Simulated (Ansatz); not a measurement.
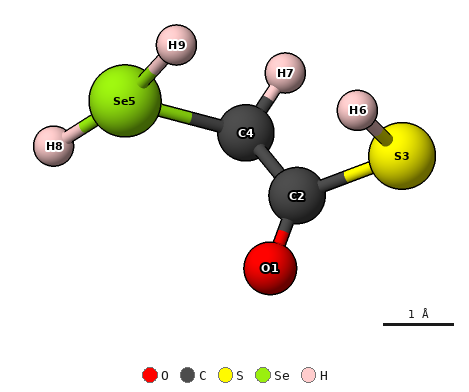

The input geometry (ball-and-stick view, seen at a tilt; atoms are numbered from 1 in the order of the input). Bond lengths as drawn: C–C 1.53 Å, C–H 1.07 Å, C–O 1.16 Å, C–S 1.77 Å, C–Se 1.95 Å, H–S 1.42 Å and H–Se 1.53 to 1.58 Å.

# Run report: C$_{2}$H$_{4}$OSSe, geometry relaxation (part 1 of 2)

The run: geometry relaxation of C$_{2}$H$_{4}$OSSe. Method and program: RKS LDA/def2-SVP (Ansatz 0.2.0).

It belongs to a series of runs on one base structure; here: end point B relaxed. Figures and captions count atoms from 1; the log counts them from 0 in places.

## The input
```yaml
crystal:
  periodic: [false, false, false]
  atoms:
    - { symbol: O, position_ang: [-1.775, 0.0821, 0.6415] }
    - { symbol: C, position_ang: [-0.6398, -0.1584, 0.6439] }
    - { symbol: S, position_ang: [0.2992, 0.1795, 2.1013] }
    - { symbol: C, position_ang: [0.0754, -0.7752, -0.5578] }
    - { symbol: Se, position_ang: [-0.02, 0.447, -2.0732] }
    - { symbol: H, position_ang: [0.6836, 1.4767, 1.6541] }
    - { symbol: H, position_ang: [1.0812, -1.0571, -0.3295] }
    - { symbol: H, position_ang: [-0.8861, -0.24449, -3.128] }
    - { symbol: H, position_ang: [0.8987, 1.449, -1.2609] }
basis:
  gaussian: { orbitals: def2-SVP }
hamiltonian:
  xc: lda
relax:
  f_tol: 0.02
  max_steps: 50
```

Run on 2 threads of AMD EPYC (Zen 3), 16 GiB of memory available, shared host.

Command:
```bash
ansatz run input.yaml --threads 2 --pin off --max-ram 3072MiB --backend cpu --events-out ev --progress --plain --runs-dir out
```

## What the program printed
```
The last accepted step is kept in [file] (removed where the run ends without a failure and the disk answers)
Engine: ansatz 0.2.0, x86_64-unknown-linux-gnu
Functional definition: SPW92
  exchange = slater_x
  correlation = pw_c
1242 factors; their error is unknown
mean field evaluation 1: about -80172.9381 eV, gradient 7.1e1 eV
mean field evaluation 2: about -80030.8531 eV, gradient 1.9e2 eV
mean field evaluation 4: about -80182.5125 eV, gradient 3.4e1 eV
mean field evaluation 8: about -80175.1751 eV, gradient 3.8e1 eV
mean field evaluation 16: about -80186.0832 eV, gradient 3.1e0 eV
mean field evaluation 32: about -80185.3164 eV, gradient 1.7e0 eV
mean field -80185.99728196 eV, -2946.7810480909 hartree, gradient 9.1e-6 eV, S^2 0.000000; 3 other end points of the search recorded, 0 dependent functions left out
the calculation of the forces begins
reference -80185.99730843 eV, -2946.7810490635 hartree; 37, 37 occupied and 75, 75 virtual orbitals, 1242 factors
relax step   1: F+E_penalty+E_count = -80185.99728196 eV  Δ(F+E_penalty+E_count) = +0.000e0 eV  max|allowed force component| = 4.918e0 eV/Å  Δτ_max = 0.0000 Å  (162 SCF iters, accepted)
these checks for a lower state are left out or cut short: starts, cluster_reference, orbital_swaps, neighbouring_geometries, increment
1242 factors; their error is unknown
mean field -80186.94061909 eV, -2946.8157150911 hartree, gradient 9.0e-6 eV, S^2 0.000000; 1 other end points of the search recorded, 0 dependent functions left out
[... from here on the field's lines of each further geometry are left out, up to the last ...]
relax step   2: F+E_penalty+E_count = -80186.94061909 eV  Δ(F+E_penalty+E_count) = -9.433e-1 eV  max|allowed force component| = 2.400e0 eV/Å  Δτ_max = 0.1993 Å  (74 SCF iters, accepted)
relax step   3: F+E_penalty+E_count = -80187.44949067 eV  Δ(F+E_penalty+E_count) = -5.089e-1 eV  max|allowed force component| = 1.292e0 eV/Å  Δτ_max = 0.1949 Å  (39 SCF iters, accepted)
relax step   4: F+E_penalty+E_count = -80188.09134822 eV  Δ(F+E_penalty+E_count) = -6.419e-1 eV  max|allowed force component| = 2.288e0 eV/Å  Δτ_max = 0.1950 Å  (38 SCF iters, accepted)
relax step   5: F+E_penalty+E_count = -80189.32605701 eV  Δ(F+E_penalty+E_count) = -1.235e0 eV  max|allowed force component| = 3.005e0 eV/Å  Δτ_max = 0.1954 Å  (38 SCF iters, accepted)
relax step   6: F+E_penalty+E_count = -80190.43903317 eV  Δ(F+E_penalty+E_count) = -1.113e0 eV  max|allowed force component| = 2.138e0 eV/Å  Δτ_max = 0.1914 Å  (38 SCF iters, accepted)
relax step   7: F+E_penalty+E_count = -80191.10837677 eV  Δ(F+E_penalty+E_count) = -6.693e-1 eV  max|allowed force component| = 7.959e-1 eV/Å  Δτ_max = 0.1948 Å  (38 SCF iters, accepted)
relax step   8: F+E_penalty+E_count = -80191.37381949 eV  Δ(F+E_penalty+E_count) = -2.654e-1 eV  max|allowed force component| = 6.841e-1 eV/Å  Δτ_max = 0.2000 Å  (37 SCF iters, accepted)
relax step   9: F+E_penalty+E_count = -80191.55616973 eV  Δ(F+E_penalty+E_count) = -1.824e-1 eV  max|allowed force component| = 5.185e-1 eV/Å  Δτ_max = 0.1975 Å  (30 SCF iters, accepted)
relax step  10: F+E_penalty+E_count = -80191.68151278 eV  Δ(F+E_penalty+E_count) = -1.253e-1 eV  max|allowed force component| = 7.512e-1 eV/Å  Δτ_max = 0.1948 Å  (38 SCF iters, accepted)
relax step  11: F+E_penalty+E_count = -80191.66601723 eV  Δ(F+E_penalty+E_count) = +1.550e-2 eV  max|allowed force component| = 3.535e0 eV/Å  Δτ_max = 0.1944 Å  (38 SCF iters, rejected (line search))
relax step  12: F+E_penalty+E_count = -80191.75526443 eV  Δ(F+E_penalty+E_count) = -7.375e-2 eV  max|allowed force component| = 5.822e-1 eV/Å  Δτ_max = 0.0947 Å  (31 SCF iters, accepted)
relax step  13: F+E_penalty+E_count = -80191.79564869 eV  Δ(F+E_penalty+E_count) = -4.038e-2 eV  max|allowed force component| = 3.882e-1 eV/Å  Δτ_max = 0.0975 Å  (30 SCF iters, accepted)
relax step  14: F+E_penalty+E_count = -80191.80519964 eV  Δ(F+E_penalty+E_count) = -9.551e-3 eV  max|allowed force component| = 6.520e-1 eV/Å  Δτ_max = 0.1464 Å  (30 SCF iters, accepted)
relax step  15: F+E_penalty+E_count = -80191.82713256 eV  Δ(F+E_penalty+E_count) = -2.193e-2 eV  max|allowed force component| = 2.487e-1 eV/Å  Δτ_max = 0.0992 Å  (30 SCF iters, accepted)
relax step  16: F+E_penalty+E_count = -80191.83889768 eV  Δ(F+E_penalty+E_count) = -1.177e-2 eV  max|allowed force component| = 3.286e-1 eV/Å  Δτ_max = 0.1658 Å  (31 SCF iters, accepted)
relax step  17: F+E_penalty+E_count = -80191.84975214 eV  Δ(F+E_penalty+E_count) = -1.085e-2 eV  max|allowed force component| = 3.558e-1 eV/Å  Δτ_max = 0.1206 Å  (30 SCF iters, accepted)
relax step  18: F+E_penalty+E_count = -80191.85966040 eV  Δ(F+E_penalty+E_count) = -9.908e-3 eV  max|allowed force component| = 2.987e-1 eV/Å  Δτ_max = 0.1114 Å  (30 SCF iters, accepted)
relax step  19: F+E_penalty+E_count = -80191.86491442 eV  Δ(F+E_penalty+E_count) = -5.254e-3 eV  max|allowed force component| = 1.836e-1 eV/Å  Δτ_max = 0.0796 Å  (31 SCF iters, accepted)
relax step  20: F+E_penalty+E_count = -80191.86980939 eV  Δ(F+E_penalty+E_count) = -4.895e-3 eV  max|allowed force component| = 1.218e-1 eV/Å  Δτ_max = 0.0682 Å  (30 SCF iters, accepted)
relax step  21: F+E_penalty+E_count = -80191.87384544 eV  Δ(F+E_penalty+E_count) = -4.036e-3 eV  max|allowed force component| = 8.878e-2 eV/Å  Δτ_max = 0.0650 Å  (30 SCF iters, accepted)
relax step  22: F+E_penalty+E_count = -80191.87180648 eV  Δ(F+E_penalty+E_count) = +2.039e-3 eV  max|allowed force component| = 2.613e-1 eV/Å  Δτ_max = 0.1189 Å  (30 SCF iters, rejected (line search))
relax step  23: F+E_penalty+E_count = -80191.87730087 eV  Δ(F+E_penalty+E_count) = -3.455e-3 eV  max|allowed force component| = 3.120e-2 eV/Å  Δτ_max = 0.0594 Å  (31 SCF iters, accepted)
relax step  24: F+E_penalty+E_count = -80191.87787408 eV  Δ(F+E_penalty+E_count) = -5.732e-4 eV  max|allowed force component| = 1.482e-1 eV/Å  Δτ_max = 0.0977 Å  (30 SCF iters, accepted)
relax step  25: F+E_penalty+E_count = -80191.87822715 eV  Δ(F+E_penalty+E_count) = -3.531e-4 eV  max|allowed force component| = 1.380e-1 eV/Å  Δτ_max = 0.0162 Å  (32 SCF iters, accepted)
the calculation of the forces begins
reference -80191.87963180 eV, -2946.9972204604 hartree; 37, 37 occupied and 75, 75 virtual orbitals, 1242 factors
relax step  26: F+E_penalty+E_count = -80191.87960647 eV  Δ(F+E_penalty+E_count) = -1.379e-3 eV  max|allowed force component| = 1.312e-2 eV/Å  Δτ_max = 0.0212 Å  (32 SCF iters, accepted)
1242 factors; their error is unknown
mean field evaluation 256: about -80191.8796 eV, gradient 2.3e-4 eV
```

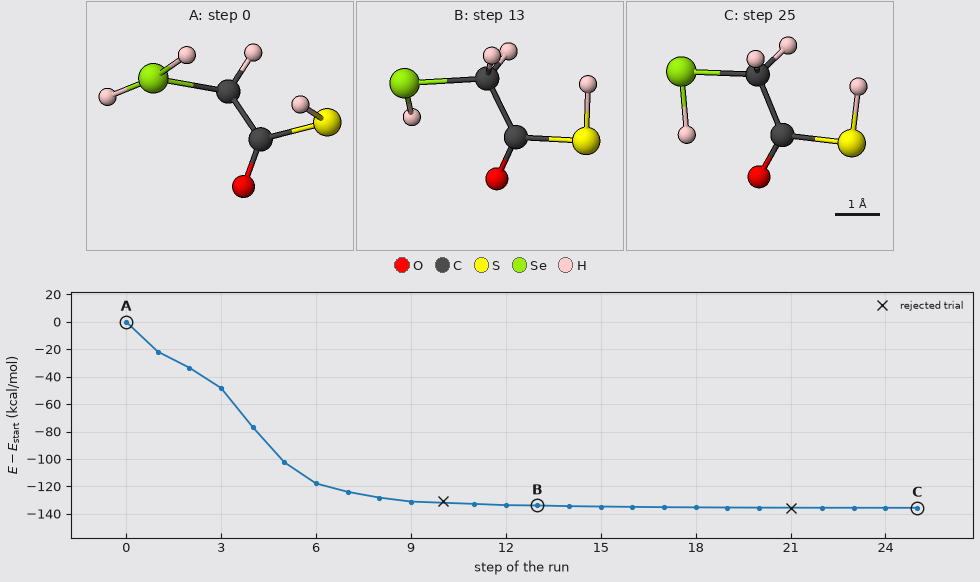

Frames of the relaxation (ball-and-stick view, seen at a tilt) above the curves, on which the letters mark them (the first geometry is step 0 here and step 1 in the log).

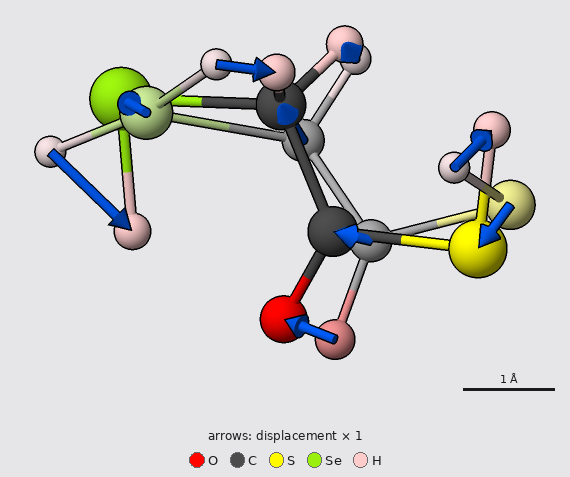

Start (faint) and end (solid) with the displacements as blue arrows, at true length (ball-and-stick view, seen at a tilt). The two geometries are laid on each other by the best rigid fit. After 25 geometry steps the energy has fallen by 135.6 kcal/mol. Largest force component: 4.9 eV/Å at the start, 0.013 eV/Å at the end. The line search rejected the trial steps at points 10, 21 (counted from 0) and went back. H8 moves most after the best rigid fit: 1.26 Å. By element the largest moves are H 1.26 Å, C 1.06 Å, Se 0.77 Å, O 0.70 Å, S 0.63 Å. Distances before and after: C4–H9 2.474 → 1.112 Å, Se5–H9 1.584 → 2.549 Å, S3–H6 1.425 → 1.366 Å, O1–C2 1.160 → 1.207 Å. New bonds form: C4–H9 (2.47 → 1.11 Å). Bonds break: Se5–H9 (1.58 → 2.55 Å). Among the angles that change: C4–Se5–H8 106.3° → 88.2°, C2–C4–H7 112.3° → 108.3°, C2–S3–H6 93.4° → 96.6°. (Atoms are counted from 1 in the order of the input.)

```
mean field -80191.87960647 eV, -2946.9972195294 hartree, gradient 1.3e-5 eV, S^2 0.000000; 1 other end points of the search recorded, 0 dependent functions left out
the calculation of the forces begins
reference -80191.87963180 eV, -2946.9972204604 hartree; 37, 37 occupied and 75, 75 virtual orbitals, 1242 factors
Total energy: -80191.87963180 eV, -2946.9972204604 hartree
Atom 0 at    -1.761325    -0.233281    -0.026544 Å, force     0.012660     0.003142    -0.004050 eV/Å
Atom 1 at    -0.626384     0.053556     0.269574 Å, force    -0.012314    -0.000146     0.013115 eV/Å
Atom 2 at    -0.208086     0.274773     1.984886 Å, force    -0.002835    -0.002657    -0.010110 eV/Å
Atom 3 at     0.503098     0.240484    -0.712813 Å, force     0.008165     0.004558     0.003116 eV/Å
Atom 4 at    -0.086455     0.019160    -2.548894 Å, force     0.003717    -0.002476    -0.004889 eV/Å
Atom 5 at     1.110338     0.574559     1.786894 Å, force     0.004170    -0.000559     0.001010 eV/Å
Atom 6 at     1.301134    -0.496434    -0.471005 Å, force    -0.003291    -0.000543    -0.000775 eV/Å
Atom 7 at    -1.451200    -0.288482    -2.023035 Å, force    -0.005335    -0.000822     0.003151 eV/Å
Atom 8 at     0.936081     1.254775    -0.567663 Å, force    -0.004937    -0.000497    -0.000568 eV/Å
Dipole moment:     0.536274     0.136942     0.305282 e Å
```

## Trajectory as extended XYZ (Å, eV, eV/Å), 26 frames, from step=1 to step=26
```
9
Properties=species:S:1:pos:R:3:forces:R:3 step=1 energy=-80185.99728
O    -1.7750    0.0821    0.6415   -4.9180   1.1717  -0.1350
C    -0.6398   -0.1584    0.6439    3.3967  -2.1432  -3.0801
S     0.2992    0.1795    2.1013    1.7242   1.1110   1.1811
C     0.0754   -0.7752   -0.5578   -0.6747   3.2830   1.8475
Se   -0.0200    0.4470   -2.0732    0.1848  -0.6451   0.9500
H     0.6836    1.4767    1.6541   -0.3033  -1.2380   0.3173
H     1.0812   -1.0571   -0.3295    1.4295  -0.7289  -0.1207
H    -0.8861   -0.2445   -3.1280   -0.2979   0.1225  -0.7746
H     0.8987    1.4490   -1.2609   -0.5412  -0.9330  -0.1855
9
Properties=species:S:1:pos:R:3:forces:R:3 step=2 energy=-80186.94062
O    -1.8228    0.1274    0.6219   -0.5497   0.0160  -0.0606
C    -0.6542   -0.1548    0.6708    0.3116  -0.3828  -2.4001
S     0.3092    0.1666    2.1577    0.8319   0.3092   0.6339
C     0.1655   -0.6098   -0.4926    0.0516   2.1696   1.3494
Se   -0.0586    0.3999   -2.1194   -0.1818  -0.6303   0.5735
H     0.6922    1.4142    1.6799   -0.1344  -0.5988   0.1927
H     1.1688   -1.0396   -0.3156   -0.0681  -0.2231  -0.2335
H    -0.9232   -0.2173   -3.2531   -0.1953  -0.1529  -0.3719
H     0.8403    1.3125   -1.2584   -0.0659  -0.5069   0.3165
9
Properties=species:S:1:pos:R:3:forces:R:3 step=3 energy=-80187.44949
O    -1.8411    0.1228    0.5859    0.8436  -0.1764  -0.0332
C    -0.6455   -0.1022    0.6389   -1.0989   0.0308  -0.4975
S     0.3264    0.1420    2.1765    0.1987  -0.0127   0.3148
C     0.2336   -0.4328   -0.4474    1.2920   0.6762   0.0812
Se   -0.0941    0.3752   -2.1303   -0.6385  -0.2412  -0.8176
H     0.6924    1.3721    1.7075    0.0770  -0.0892   0.1400
H     1.1782   -1.0528   -0.3273   -0.8920   0.4651  -0.0694
H    -0.9482   -0.2462   -3.2974   -0.0515  -0.2247   0.0240
H     0.8154    1.2210   -1.2149    0.2696  -0.4278   0.8577
9
Properties=species:S:1:pos:R:3:forces:R:3 step=4 energy=-80188.09135
O    -1.8404    0.1202    0.5477    1.3337  -0.5626  -0.0142
C    -0.6430   -0.0816    0.6149   -1.3879   0.9962   0.5532
S     0.3255    0.1250    2.1974   -0.2110  -0.3098   0.1877
C     0.3085   -0.2528   -0.4426    1.5386   0.2749  -1.4117
Se   -0.1404    0.3854   -2.1846   -1.3464   0.0203  -2.2398
H     0.7110    1.3462    1.7503    0.1438   0.1330   0.0235
H     1.1593   -1.0186   -0.3541   -0.8424   0.9498   0.0209
H    -0.9797   -0.3118   -3.3242    0.1929  -0.3420   0.5928
H     0.8164    1.0870   -1.1135    0.5787  -1.1599   2.2877
9
Properties=species:S:1:pos:R:3:forces:R:3 step=5 energy=-80189.32606
O    -1.8481    0.0777    0.5425    1.7472  -0.0007  -0.1333
C    -0.6358    0.0229    0.5835   -1.6162  -0.4432   0.7483
S     0.3125    0.1031    2.2060   -0.4034   0.0545  -0.3290
C     0.3078   -0.1864   -0.5140    1.6752   2.1996  -1.7563
Se   -0.1733    0.4433   -2.2758   -1.4752  -0.2900  -2.4689
H     0.7463    1.3264    1.8040    0.2784   0.0880   0.0878
H     1.1529   -0.9371   -0.3816   -0.7463   0.5928  -0.0898
H    -0.9956   -0.4066   -3.3003    0.3147  -0.1857   0.9366
H     0.8504    0.9557   -0.9729    0.2258  -2.0153   3.0045
9
Properties=species:S:1:pos:R:3:forces:R:3 step=6 energy=-80190.43903
O    -1.8460    0.0921    0.4956    0.8809  -0.6022  -0.0712
C    -0.6516   -0.0298    0.5571   -0.4907   1.2088   0.1769
S     0.2719    0.1115    2.1874   -0.3241  -0.2651  -0.1206
C     0.3182   -0.0989   -0.5709    1.2859   1.3952  -1.2393
Se   -0.1940    0.5090   -2.3478   -1.2376  -0.8332  -1.5681
H     0.8038    1.3088    1.8092    0.1198  -0.0802  -0.0930
H     1.1134   -0.8963   -0.4616   -0.5550   0.3821  -0.1716
H    -1.0060   -0.5245   -3.1852    0.5151   0.3231   0.9494
H     0.9075    0.9273   -0.7925   -0.1942  -1.5284   2.1375
```
